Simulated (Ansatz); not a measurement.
**RPA@PBE0/aug-cc-pVTZ run of AlCl (aluminium monochloride)**

What is the energy change on altering one bond length of AlCl (aluminium monochloride) at RPA@PBE0/aug-cc-pVTZ? 

The results are computed with Ansatz 0.2.0.

34 further runs of the same task are left out: 34 set aside as unsound or not needed.

## 1. Starting point

AlCl: 2 atoms, total charge 0, spin state singlet. SMILES: `[Al][Cl]`. The bond length is the measured one.

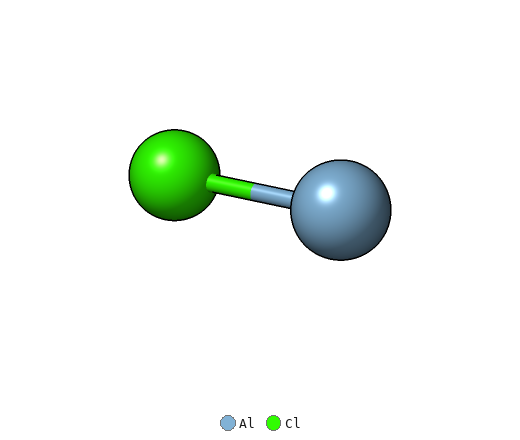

Viewed from a chosen angle; aluminium light blue, chlorine green.

## 2. The energy at RPA@PBE0/aug-cc-pVTZ

job.yaml

```yaml
crystal:
  periodic: [false, false, false]
  atoms:
    - {symbol: Al, position_ang: [0.000000, 0.000000, 0.000000]}
    - {symbol: Cl, position_ang: [0.000000, 0.000000, 2.130113]}
basis:
  gaussian:
    orbitals: aug-cc-pVTZ
correlation:
  method: rpa
  frozen_orbitals: {Al: 5, Cl: 5}
hamiltonian:
  xc: pbe0
accuracy: high
```

Command:

```bash
$ ansatz run job.yaml --threads 1 --pin off --max-ram 3480MiB --events-out events.jsonl --progress --plain --runs-dir runs
```

Standard output:

```text
Warning: RAYON_NUM_THREADS=1 ignored (pool sized by the plan → 1); use --threads N
Functional definition: PBE0
  name "PBE0"
  parameter a = 0.25
  parameter kappa = 0.804
  parameter beta = 0.06672455060314922
  exchange = (1 - a)*pbe_x(kappa = kappa, mu = beta*pi^2/3) + a*exact_x
  correlation = pbe_c(beta = beta)
1311 factors; integrals over basis functions are off by at most 4.0e-9 eV
mean field evaluation 1: about -19113.7617 eV, gradient 1.6e1 eV
mean field evaluation 2: about -19113.7629 eV, gradient 1.6e1 eV
mean field evaluation 4: about -19114.5272 eV, gradient 1.8e0 eV
mean field evaluation 8: about -19114.5364 eV, gradient 1.7e-2 eV
mean field evaluation 16: about -19114.5364 eV, gradient 1.0e-7 eV
mean field -19114.53639652 eV, -702.4462562741 hartree, gradient 1.4e-8 eV, S^2 0.000000; 0 other end points of the search recorded, 0 dependent functions left out
10 core orbitals not correlated: weight in the atoms' cores, before any rotation towards them, 1.000 or more for the frozen orbitals, at most 0.000 for the correlated occupied ones
reference -19088.85456148 eV, -701.5024662441 hartree; 5, 5 occupied and 85, 85 virtual orbitals, 1311 factors
Total energy: -19099.32550540 eV, -701.8872663355 hartree
```

It took 5.1 s on 1 thread of AMD EPYC 7R13 (Zen 3), shared host; peak memory 0.23 GiB.

## 3. The distorted shape

job.yaml

```yaml
crystal:
  periodic: [false, false, false]
  atoms:
    - {symbol: Al, position_ang: [0.000000, 0.000000, -1.065087]}
    - {symbol: Cl, position_ang: [0.000000, 0.000000, 2.130113]}
basis:
  gaussian:
    orbitals: aug-cc-pVTZ
magnetization:
  spin_polarized: false
hamiltonian:
  xc: {name: PBE0}
correlation:
  method: rpa
  frozen_orbitals: {Al: 5, Cl: 5}
accuracy: high
```

Command:

```bash
$ ansatz run job.yaml --threads 1 --pin off --max-ram 3480MiB --events-out events.jsonl --progress --plain --runs-dir runs
```

Standard output, cut to the lines that bear on the results:

```text
Warning: RAYON_NUM_THREADS=1 ignored (pool sized by the plan → 1); use --threads N
[... 2 set-up lines as earlier in the session ...]
[...]
1301 factors; integrals over basis functions are off by at most 3.5e-9 eV
[...]
mean field -19112.51942686 eV, -702.3721340061 hartree, gradient 3.1e-8 eV, S^2 0.000000; 2 other end points of the search recorded, 0 dependent functions left out
10 core orbitals not correlated: weight in the atoms' cores, before any rotation towards them, 1.000 or more for the frozen orbitals, at most 0.000 for the correlated occupied ones
reference -19086.81161245 eV, -701.4273892519 hartree; 5, 5 occupied and 85, 85 virtual orbitals, 1301 factors
Total energy: -19097.36676252 eV, -701.8152838624 hartree
```

Run time: 6.9 s. Hardware: 1 thread of AMD EPYC 7R13 (Zen 3), shared host; peak memory 0.28 GiB.

## 4. Summary of results

Level: RPA@PBE0/aug-cc-pVTZ, 10 core orbitals frozen.

```
                                                           quantity          value
                                          first shape: total energy  -701.88727 Eh
                      first shape: RPA correlation energy (valence)     -384.8 mEh
                                      distorted shape: total energy  -701.81528 Eh
                  distorted shape: RPA correlation energy (valence)     -387.9 mEh
energy change with the Al1–Cl2 bond stretched from 2.130 to 3.195 Å       1.959 eV
```

With the Al1–Cl2 bond stretched from 2.130 to 3.195 Å the energy rises by 1.96 eV (45 kcal/mol). The first shape isn't relaxed at this level, so the change isn't measured from a minimum.
